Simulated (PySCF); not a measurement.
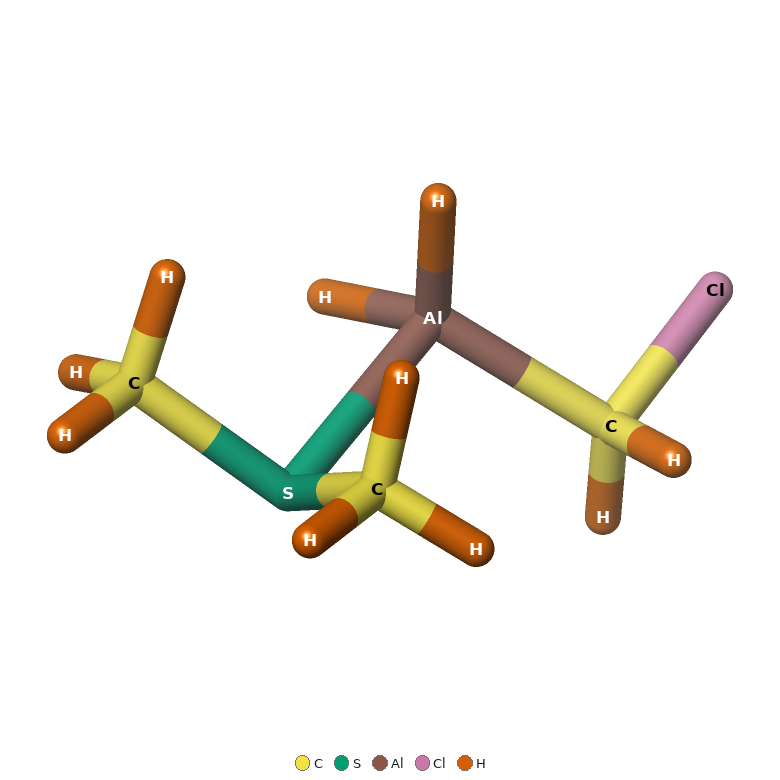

The computed structure is the end point of a PBE0-D3(BJ)/def2-SVP optimisation. No frequency run is at hand to confirm it as a minimum. Properties computed with PBE0/6-31G*, gas phase (PySCF 2.14.0). Excitations: vertical, linear response.

Computed properties:

The species is C₃H₁₀AlClS (`C[S+](C)[AlH2-][CH2]Cl`).
- dipole moment: 6.61 D
- HOMO energy (Kohn–Sham orbital): −6.90 eV
- LUMO energy (Kohn–Sham orbital): 0.09 eV
- HOMO–LUMO gap: 6.99 eV
- mean static polarisability: 84.9 bohr³
- lowest vertical singlet excitation: 5.89 eV
- its oscillator strength: 0.049
- brightest of the 10 lowest singlets: 7.46 eV
- its oscillator strength: 0.09
